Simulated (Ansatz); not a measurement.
# SiBi (built on the sites of a database entry of SnSb): phonons and vibrational spectra, part 2 of 3

How does SiBi (built on the sites of a database entry of SnSb) vibrate, and is this structure a minimum?

Ansatz 0.2.0; DFT LDA, scalar-relativistic, plane waves, PAW.

So far. Step 3 (Relaxing to small forces for the phonons): The forces vanish by symmetry and the pressure is 0.000 GPa, within the tolerances set. The cell now holds 23.92 Å³/atom. The relaxed cell has a = 5.762 Å (conventional setting).

The structure was built from a prototype and need not be the compound's stable phase.

## (4) Zone-centre response

The zone centre comes first: it holds the modes that light can see, as far as symmetry allows. No field response is asked, since the mesh shows no gap.

input.yaml

```yaml
crystal:
  lattice:
    - [0.0, 2.8811536828, 2.8811536828]
    - [2.8811536828, 0.0, 2.8811536828]
    - [2.8811536828, 2.8811536828, 0.0]
  atoms:
    - { symbol: Si, position: [0.0, 0.0, 0.0] }
    - { symbol: Bi, position: [0.5, 0.5, 0.5] }
kpoints:
  mp_grid: { grid: [12, 12, 12] }
hamiltonian:
  xc: lda
scf:
  occupations: { method: methfessel_paxton, width: 0.2 }
output:
  eigenvalues: true
phonons:
  method: dfpt
```

Launch:

```bash
$ ansatz run input.yaml --threads 4 --pin off --max-ram 14336MiB --backend cpu --events-out ev --progress --plain --runs-dir out
```

Numbers of over 12 decimals in the logs are rounded to 6 here.

Output:

```text
[...]
Crystal: 2 atoms, lattice volume = 47.833 Å³
Basis set: ecut = 420 eV, 941 PW (Γ), exchange–correlation on 60×60×60 points (8 copies of the dense FFT grid, shifted against one another)
Bands: 14, of which v1, the nominal top of the filled ones, is band 10 counted from 1 (9 counted from 0)
Symmetry: 48 space group operations
k-points: 163 of 1728 (irreducible under 8 space group operations, time reversal used)
[...]
SCF iter   1: F=—  HF=-12693.761274 eV  |F-HF|=—  |Δ(HF+E_count)|=         —  Δρ=4.20e-3  dr2=5.98e-3  ethr=1.77e-3  ⟨swp⟩=5.4  Hψ=12705  notcnv=0
[...]
SCF iter   9: F=-12693.759175 eV  HF=-12693.759175 eV  |F-HF|=0.00e0  |Δ(HF+E_count)|=  4.00e-11  S|Δr|=    0.00e0  Δρ=8.15e-8  dr2=4.15e-12  ethr=1.00e-12  ⟨swp⟩=6.4  Hψ=10211  notcnv=0
SCF 1 converged in 9 iterations: F = -12693.759175 eV  dr2 = 4.15e-12
[...]
DFPT response loops at Γ: preconditioner auto → Kerker (q_TF=auto, 2.339 Å⁻¹) (partly filled bands, converged f_vac=0.000); β = 1.00, the filter's whole step (`scf.mixing.beta` (0.50) is not read by the response loops under this deck's `scf.mixing.preconditioner`; to damp them name `kerker` or `kerker_dos`, under which they read `scf.mixing.beta`, and type it under 1.00, their step now; both keys bind the ground state too); Broyden in place of MSR1
SCF converged after 9 iterations
[...]
Free energy (F): -12693.759175 eV
[...]
Internal energy: -12693.758928 eV  (E = F + TS)
E sigma→0 (E₀):  -12693.759113 eV
Entropy (-TS):   -0.000248 eV (-0.124 meV/atom)
Fermi energy:    10.243942 eV
[...]
--- Band table (eV; the first three rows and the last of 163) ---
  k-point 0: bands = [... 6 lower, 7.5535, 9.5233, 9.5233, 9.5233, 15.1529, 15.1529, 15.1529, 15.7286]
  k-point 1: bands = [... 6 lower, 6.8868, 9.5298, 9.5298, 9.9664, 14.6366, 14.6366, 14.7253, 15.7096]
  k-point 2: bands = [... 6 lower, 5.6425, 9.5611, 9.5611, 10.5512, 13.6859, 13.6859, 13.9647, 15.8716]
  k-point 162: bands = [... 6 lower, 3.0247, 5.4430, 5.4430, 11.5768, 11.7652, 15.9600, 15.9600, 18.8669]
--- Phonons (Γ-DFPT): 2 representative perturbations + reference, on 163 of 1728 k-points (Σ response iterations 6) ---
  k mesh reduced under 8 symmetry operations, with k and −k counted as one. Each operation leaves every solved perturbation unchanged. A smaller set is not used because it would not reduce the number of displacements times k-points to solve
  ASR residual: 1.523e-4 → 0.000e0 eV/Å²; symmetrization residual: 5.265e-6 eV/Å²
  ASR residual per site (eV/Å²): 2.01e-5 1.52e-4
  Γ frequencies (cm⁻¹): 0.00 0.00 0.00 140.23 140.23 140.23
  non-analytic LO–TO correction: not included (Born effective charges unavailable; polar crystals: no LO–TO splitting at Γ)
```

Run time: 13 s. Hardware: 4 threads of Arm Neoverse N1, shared host; peak memory 0.61 GiB.

Numbers from this step:

* sum-rule residual before enforcement: 1.52e-4 eV/Å²
* point group: m-3m
* highest optical mode at the zone centre (no LO-TO term): 140.2 cm⁻¹
* lowest optical zone-centre mode: 140.2 cm⁻¹

Patterns of degenerate modes are one choice out of their space. Modes at Γ, with each element's share of the kinetic energy:

```csv
mode,frequency (cm⁻¹),symmetry,Si %,Bi %
1,0.0,acoustic,12,88
2,0.0,acoustic,12,88
3,0.0,acoustic,12,88
4,140.2,T1u,88,12
5,140.2,T1u,88,12
6,140.2,T1u,88,12
```

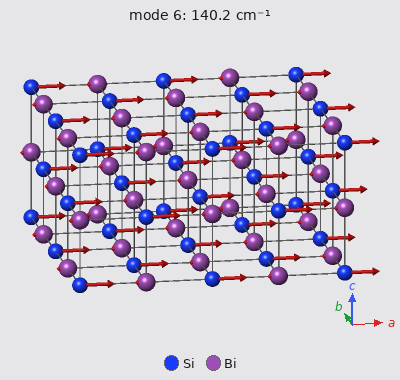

Displacement patterns of mode 6 at Γ; arrows are exaggerated. 2×2×1 conventional cells are drawn. Some periodic images of atoms are drawn too.

Before it was imposed, the acoustic sum rule was missed by 1.5e-4 eV/Å². Small misses are needed for a sound result but don't prove that mesh and cutoff are converged. The lowest optical mode is real, 140 cm⁻¹.

## (5) Response at finite wavevector

Stability and thermal properties need the whole zone. Linear response on a 4×4×4 q mesh gives force constants as far as a supercell of that size would.

Edit input.yaml of step 4 so:

```diff
@@ -18 +18,8 @@
   method: dfpt
+  qmesh: [4, 4, 4]
+  temperatures: { t_max: 1000, t_step: 50 }
+  qpath:
+    path:
+      - [[0.0, 0.0, 0.0], [0.5, 0.0, 0.5], [0.625, 0.25, 0.625]]
+      - [[0.375, 0.375, 0.75], [0.0, 0.0, 0.0], [0.5, 0.5, 0.5], [0.5, 0.25, 0.75], [0.5, 0.0, 0.5]]
+    npoints: 10
```

Output:

```text
[...]
Crystal: 2 atoms, lattice volume = 47.833 Å³
Basis set: ecut = 420 eV, 941 PW (Γ), exchange–correlation on 60×60×60 points (8 copies of the dense FFT grid, shifted against one another)
Bands: 14, of which v1, the nominal top of the filled ones, is band 10 counted from 1 (9 counted from 0)
Symmetry: 48 space group operations
k-points: 72 of 1728
[...]
SCF iter   1: F=—  HF=-12693.761086 eV  |F-HF|=—  |Δ(HF+E_count)|=         —  Δρ=4.21e-3  dr2=6.02e-3  ethr=1.77e-3  ⟨swp⟩=5.4  Hψ=5567  notcnv=0
[...]
SCF iter   9: F=-12693.759175 eV  HF=-12693.759175 eV  |F-HF|=3.64e-12  |Δ(HF+E_count)|=  4.00e-11  S|Δr|=    0.00e0  Δρ=5.61e-8  dr2=2.00e-12  ethr=1.00e-12  ⟨swp⟩=6.3  Hψ=4499  notcnv=0
SCF 1 converged in 9 iterations: F = -12693.759175 eV  dr2 = 2.00e-12
[...]
phonons: the bands overlap, so this run is a metal and interpolates without the dipole-dipole term. If the crystal is really an insulator or semiconductor, its LO-TO splitting is missing
NSCF: frozen V_eff on 72 k-points
WARN: eigensolver did not converge in 6 slots of this pass, the one above among them; of largest residual over every band (k=5): 1 band(s) unlocked (lowest unlocked band 13, counted from 0; max residual 3.99e-4 eV among the unlocked bands, 3.99e-4 eV over every band); of lowest unlocked band (k=1): band 13
[...]
DFPT response loops at q = (0, 0, 0) (fractional): preconditioner auto → Kerker (q_TF=auto, 2.339 Å⁻¹) (partly filled bands, converged f_vac=0.000); β = 1.00, the filter's whole step (`scf.mixing.beta` (0.50) is not read by the response loops under this deck's `scf.mixing.preconditioner`; to damp them name `kerker` or `kerker_dos`, under which they read `scf.mixing.beta`, and type it under 1.00, their step now; both keys bind the ground state too); Broyden in place of MSR1
[...]
SCF converged after 9 iterations
[...]
Free energy (F): -12693.759175 eV
[...]
Internal energy: -12693.758928 eV  (E = F + TS)
E sigma→0 (E₀):  -12693.759113 eV
Entropy (-TS):   -0.000248 eV (-0.124 meV/atom)
Fermi energy:    10.243942 eV
[...]
--- Band table (eV; the first three rows and the last of 72) ---
  k-point 0: bands = [... 6 lower, 7.5535, 9.5233, 9.5233, 9.5233, 15.1529, 15.1529, 15.1529, 15.7286]
  k-point 1: bands = [... 6 lower, 6.8868, 9.5298, 9.5298, 9.9664, 14.6366, 14.6366, 14.7253, 15.7096]
  k-point 2: bands = [... 6 lower, 5.6425, 9.5611, 9.5611, 10.5512, 13.6859, 13.6859, 13.9647, 15.8716]
  k-point 71: bands = [... 6 lower, 3.0247, 5.4430, 5.4430, 11.5768, 11.7652, 15.9600, 15.9600, 18.8669]
--- Phonons (Γ-DFPT): 2 representative perturbations + reference (Σ response iterations 6) ---
  ASR residual: 9.573e-5 → 0.000e0 eV/Å²; symmetrization residual: 5.342e-6 eV/Å²
  ASR residual per site (eV/Å²): 6.13e-6 9.57e-5
  Γ frequencies (cm⁻¹): 0.00 0.00 0.00 140.23 140.23 140.23
--- Phonons (arbitrary-q DFPT): 8 irreducible q on the 4×4×4 mesh ---
  q = [0.0000, 0.0000, 0.0000] (star 1, of the zone-centre solve; hermiticity 5.97e-6, symmetrization 3.43e-12): -0.00 -0.00 -0.00 140.23 140.23 140.23
  q = [0.0000, 0.0000, 0.2500] (star 8, 2 solved perturbations on 936 of 1728 k-point pairs; hermiticity 1.89e-6, symmetrization 5.95e-13): 52.78 52.78 69.58 162.40 162.40 204.53
[...]
q = [0.0000, 0.2500, 0.2500] (star 6, 4 solved perturbations in 1608 linear systems a pass and spin channel, the states on 510 of 1728 k-point pairs; hermiticity 1.32e-6, symmetrization 2.51e-13): 29.20 29.20 84.42 132.72 132.72 223.51
[...]
sum rule: each row above includes the acoustic sum rule's correction from the zone centre's row sums; it moved no ω² by more than (0.35 cm⁻¹)²
  mesh force constants: q→R imaginary residual 3.79e-18; ASR residual 9.573e-5 → 0.000e0 eV/Å²; symmetrization residual 3.553e-15 eV/Å²
  interpolated dispersion: 62 rows × 6 modes
  density of states and harmonic sums: on the 20×20×20 q-mesh, interpolated from the force constants of a 4×4×4 supercell (no non-analytic term)
  largest difference from the sums on the solved wave vectors: F 1.14e-2 eV, S 1.54e-5 and C_V 4.01e-6 eV/K
  zero-point energy: 0.047413 eV/cell   skipped modes (ω ≤ 0): 3   left out of the sums: 6.25e-5 of the cell's modes: C_V's classical limit lies that fraction below 3 k_B per atom; for a crystal, a wire or a layer, F and S can be off by more, and a phonons.interpolated_qmesh denser along its periods is the remedy for the sampling
```

Elapsed: 6.9 min, on 4 threads; peak memory 2.9 GiB; 27 min of CPU time.

This step gave:

* sum-rule residual before enforcement: 9.57e-5 eV/Å²
* lowest frequency on the path: 0 cm⁻¹
* highest frequency on the path or at a solved wavevector: 260.6 cm⁻¹
* mean frequency: 127.5 cm⁻¹
* Debye temperature (second moment): 268 K
* logarithmic mean frequency: 107.6 cm⁻¹
* lowest mode on the q mesh (acoustic modes at Γ apart): 28.81 cm⁻¹
* zero-point energy per atom: 23.71 meV
* heat capacity at 300 K: 23.99 J/(mol atoms K)
* vibrational entropy at 300 K: 41.93 J/(mol atoms K)
* edges of the widest gap between branches, on path and mesh: 99.4, 126.1 cm⁻¹

Frequencies (cm⁻¹) solved at each irreducible wavevector; negative means imaginary. Frequencies by wavevector, by row:

```csv
q in reciprocal lattice units,star,mode 1,mode 2,mode 3,mode 4,mode 5,mode 6
0 0 0,1,0,0,0,140.2,140.2,140.2
0 0 0.25,8,52.8,52.8,69.6,162.4,162.4,204.5
0 0 -0.5,4,79.8,79.8,99.4,221.8,221.8,260.6
0 0.25 0.25,6,29.2,29.2,84.4,132.7,132.7,223.5
0 0.25 -0.5,24,62.6,68.7,75,190.5,194.2,209.5
0 0.25 -0.25,12,48,78.8,89.3,160.3,212.6,233.7
0 -0.5 -0.5,3,28.8,28.8,51.8,127.8,127.8,181.8
0.25 -0.5 -0.25,6,48.2,48.2,79.3,174.4,174.4,212.9
```

Interpolated from a 4×4×4 q mesh. Phonon branches along the path, in cm⁻¹:

| point | branch 1 | branch 2 | branch 3 | branch 4 | branch 5 | branch 6 |
| --- | --- | --- | --- | --- | --- | --- |
| Γ | 0 | 0 | 0 | 140 | 140 | 140 |
| X | 29 | 29 | 52 | 128 | 128 | 182 |
| U | 46 | 64 | 70 | 176 | 189 | 195 |
| jump to K | 46 | 64 | 70 | 176 | 189 | 195 |
| Γ | 0 | 0 | 0 | 140 | 140 | 140 |
| L | 80 | 80 | 99 | 222 | 222 | 261 |
| W | 48 | 48 | 79 | 174 | 174 | 213 |
| X | 29 | 29 | 52 | 128 | 128 | 182 |

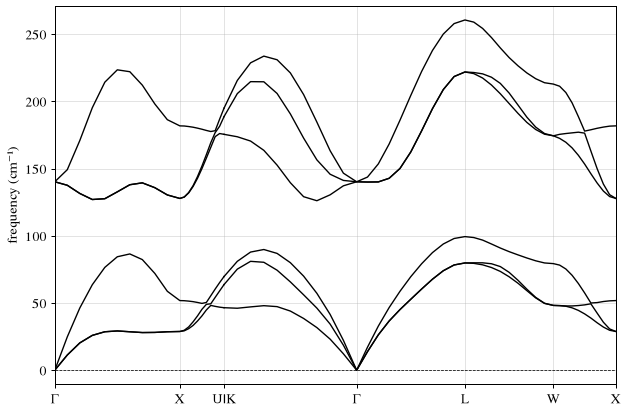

Phonon branches along the path.

The phonon density of states has structure finer than the step of the table below, so its rows give means over 20 cm⁻¹, whole bins alone (the curve runs from 2.5 to 262 cm⁻¹). Peaks (cm⁻¹: height): 47.5: 0.0596, 77.5: 0.0728, 212.5: 0.0415.

Tetrahedra on a 20×20×20 mesh, mean over bins of 5 cm-1. Interpolated from a 4×4×4 q mesh. The phonon density of states by wavenumber; means over each step:

| wavenumber (cm⁻¹) | phonon density of states (1/cm⁻¹/cell) |
| --- | --- |
| 20 | 0.00335 |
| 40 | 0.0332 |
| 60 | 0.0501 |
| 80 | 0.0562 |
| 100 | 0.00715 |
| 120 | 0.00174 |
| 140 | 0.0150 |
| 160 | 0.0207 |
| 180 | 0.0338 |
| 200 | 0.0332 |
| 220 | 0.0334 |
| 240 | 0.0108 |

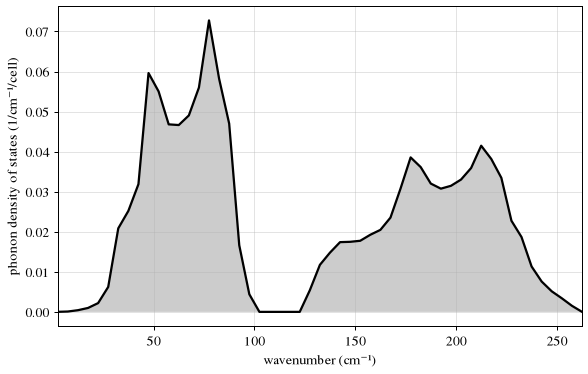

Phonon density of states, plotted against wavenumber.

The partial phonon density of states has structure finer than the step of the table below, so its rows give means over 20 cm⁻¹, whole bins alone (the curve runs from -10 to 278 cm⁻¹). Peaks (cm⁻¹: height): Bi 47.9: 0.0615, 78.6: 0.0715; Si 47.9: 0.00571, 150.9: 0.0204, 179.8: 0.0382, 216.0: 0.0425.

Phonopy on the run's constants, 17x17x17 mesh, Gaussian sigma 2.1 cm-1. Interpolated from a 4×4×4 q mesh. Table of partial phonon density of states by wavenumber; means over each step; values in 1/cm⁻¹/cell:

| wavenumber (cm⁻¹) | Bi | Si |
| --- | --- | --- |
| 0 | 3.6e-5 | 4.7e-6 |
| 20 | 0.00300 | 2.9e-4 |
| 40 | 0.0315 | 0.00274 |
| 60 | 0.0459 | 0.00262 |
| 80 | 0.0568 | 7.7e-4 |
| 100 | 0.00634 | 4.4e-5 |
| 120 | 1.3e-4 | 0.00175 |
| 140 | 0.00117 | 0.0141 |
| 160 | 0.00142 | 0.0188 |
| 180 | 0.00245 | 0.0312 |
| 200 | 0.00100 | 0.0320 |
| 220 | 2.6e-4 | 0.0336 |
| 240 | 4.3e-5 | 0.0107 |
| 260 | 2.4e-6 | 0.00142 |

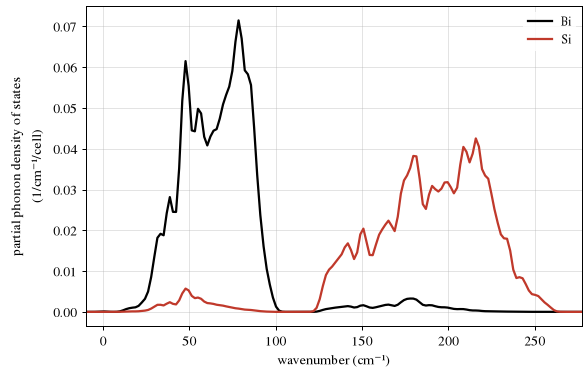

Partial phonon density of states against wavenumber.

Second derivatives of the energy by pair, one row for each kind of neighbour of each atom listed. Each entry sums the pair over the periodic images of the supercell that the q mesh stands for, and in a polar crystal it holds the long-range dipole part too. Force constants by pair, by row:

```csv
atom,neighbour,distance (Å),third of the trace (eV/Å²),along the pair's line (eV/Å²)
Si1,itself,0,3.731,–
Si1,Bi,2.881,-0.2787,-1.078
Si1,Si,4.075,-0.067,-0.2571
Si1,Bi,4.99,-0.0081,-0.0081
Si1,Si,5.762,-0.3052,-0.7547
Si1,Bi,6.442,0.0196,0.0668
Si1,Si,7.057,0.0155,-0.0063
Bi2,itself,0,4.287,–
Bi2,Si,2.881,-0.2787,-1.078
Bi2,Bi,4.075,-0.1654,-0.4651
Bi2,Si,4.99,-0.0081,-0.0081
Bi2,Bi,5.762,-0.2605,-0.6117
Bi2,Si,6.442,0.0196,0.0668
Bi2,Bi,7.057,0.0254,0.0075
```

Harmonic thermodynamic functions per atom, from the density of states. Interpolated from a 4×4×4 q mesh. Thermodynamic functions, by row:

```
T (K)  F_vib (meV/atom)  S (J/mol-atom/K)  C_V (J/mol-atom/K)
    0             23.71                 0                   0
   50             22.34               7.5               11.16
  100             15.69             17.83               18.49
  200            -10.94              32.4                22.9
  300            -49.75             41.93               23.99
  400            -96.98             48.89               24.39
  500            -150.6             54.36               24.59
  600            -209.3             58.85                24.7
  700            -272.3             62.66               24.76
  800              -339             65.97                24.8
  900            -408.9             68.89               24.83
 1000            -481.7             71.51               24.85
```

Harmonic mean-square displacement, third of the trace. Interpolated from a 4×4×4 q mesh. Mean square displacements, by row:

```csv
T (K),Si1 U_eq (Å²),Bi2 U_eq (Å²)
0,0.00361,0.00133
100,0.00535,0.00369
300,0.01265,0.01055
600,0.0246,0.02101
```

Symmetry leaves 8 wavevectors to solve. The lowest mode among them, the acoustic zeros apart, lies at q = (0, -0.5, -0.5) and is real, 28.8 cm⁻¹.

(Continued in part 3 of 3.)

[Logs are printed without paths, hosts, clocks, repeated set-up lines and the standing remarks that a program may print on its own settings, such as how far it seeks lower states.]

[Hosts, paths, dates, database ids (printed as entryN), source tags and the programs' standing remarks are cut or masked in the printed files.]
